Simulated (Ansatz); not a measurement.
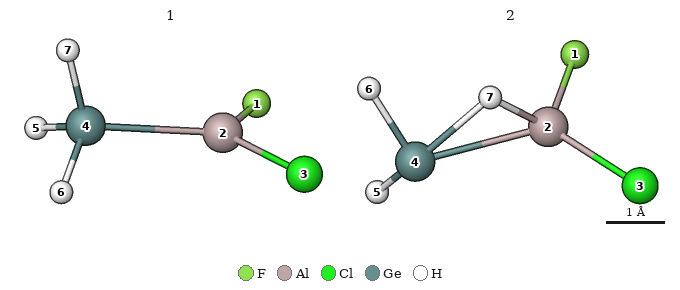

Two geometries of AlGeH3ClF, drawn at one scale. One is the start of a relaxation, the other its converged end. The picture is a ball-and-stick view, seen from a free direction.

These are results of Ansatz, RKS r2SCANh/def2-SVP, not measurements. Settings: no spin polarisation; force threshold 0.02 eV/Å; at most 50 steps.

Which of the two is the end point?

Answer. Structure 1 is the relaxed one. The run prepares an end point of a later path (hydrogen shift) calculation, from a guessed geometry. Over 18 accepted moves (19 points after the start) the energy falls by 379.2 kJ/mol. Largest force component: 3.1 eV/Å at the start, 0.017 eV/Å at the end. The line search rejected the trial step at point 17 of the run. The largest move after the best rigid fit is that of H6, 1.92 Å. Largest moves by element: H 1.92 Å, F 1.00 Å, Ge 0.65 Å, Al 0.31 Å, Cl 0.22 Å. Near-neighbour distances that change, for instance: Al2–H7 1.540 → 3.297 Å, Ge4–H7 1.852 → 1.536 Å, F1–Al2 1.832 → 1.660 Å, Al2–Cl3 2.213 → 2.095 Å. Bonds break, among them: Al2–H7 (1.54 → 3.30 Å). Bond angles that change, for instance: Al2–Ge4–H7 39.6° → 110.0°, H5–Ge4–H7 146.6° → 107.8°, H6–Ge4–H7 75.2° → 107.5°.
